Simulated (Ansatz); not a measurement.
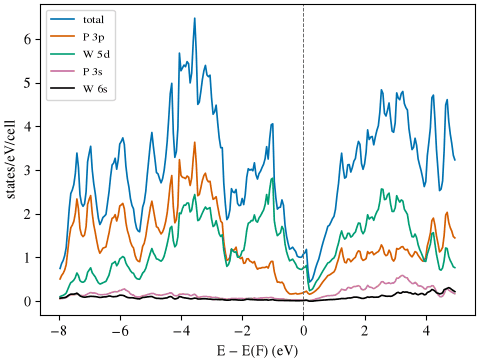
*Total and projected density of states of P$_{2}$W in space group Cmc2_1 (No. 36; P on 4a, P on 4a, W on 4a), r²SCAN (plane waves, PAW; program Ansatz)*

Problem. Which orbitals carry the states next to the Fermi level?

Solution. Within 0.5 eV of the Fermi level: W 5d 69 %, P 3p 20 %, outside the projected shells 5 %. Projections are on Löwdin-orthogonalised atomic valence shells; empty p or d shells of many metals are not among them.

Problem. Where is the tallest occupied peak in this window, and what makes it?

Solution. Near -3.5 eV, about 6.5 states/eV per cell; the largest projected share is P 3p.

The workflow started from a Materials Project entry (that database holds measured and hypothetical structures alike); the Crystallography Open Database files this formula in space group No. 36, but the cells were not matched. Its standing as an ambient phase is unchecked. The r²SCAN relaxation kept the symmetry of its start; whether a distortion lowers the energy is not shown. The run is not spin-polarised. Scalar-relativistic: spin–orbit coupling is off unless named, which matters more the heavier the elements.

Potentials: the later of the program's two PAW sets.
